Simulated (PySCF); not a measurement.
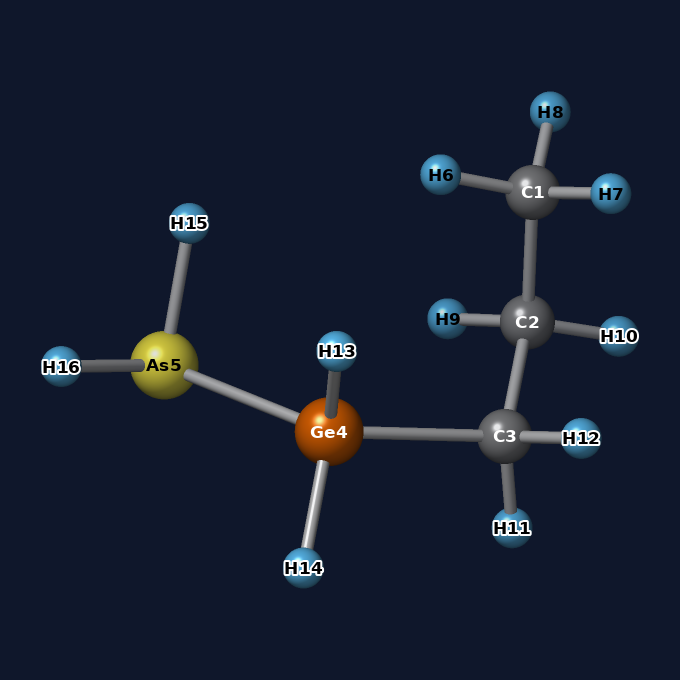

Computed geometry: GFN2-xTB optimisation. No frequency run is at hand to confirm it as a minimum. Electric field gradients from the ground-state density, PBE0/pcSseg-1 (PySCF 2.14.0), non-relativistic apart from any core potentials.

Give the largest field-gradient component, the quadrupole coupling constant and the asymmetry for 73Ge at Ge4 (Q = −196 mb), 75As at As5 (Q = 314 mb), 2H at H6 (Q = 2.86 mb), 2H at H7 (Q = 2.86 mb), 2H at H8 (Q = 2.86 mb), 2H at H9 (Q = 2.86 mb).

```json
{"atom": "Ge4", "V_zz (a.u.)": "0.579", "e²qQ/h (MHz)": "−26.6", "η": "0.11"}
{"atom": "As5", "V_zz (a.u.)": "−1.966", "e²qQ/h (MHz)": "−145.1", "η": "0.24"}
{"atom": "H6", "V_zz (a.u.)": "0.309", "e²qQ/h (MHz)": "0.207", "η": "0.03"}
{"atom": "H7", "V_zz (a.u.)": "0.314", "e²qQ/h (MHz)": "0.211", "η": "0.02"}
{"atom": "H8", "V_zz (a.u.)": "0.316", "e²qQ/h (MHz)": "0.212", "η": "0.01"}
{"atom": "H9", "V_zz (a.u.)": "0.292", "e²qQ/h (MHz)": "0.196", "η": "0.01"}
```

The geometry is semi-empirical. Around As, Ge such bond lengths and angles can be off by a tenth of an ångström or more and by several degrees, and values that hang on the shape move with them.
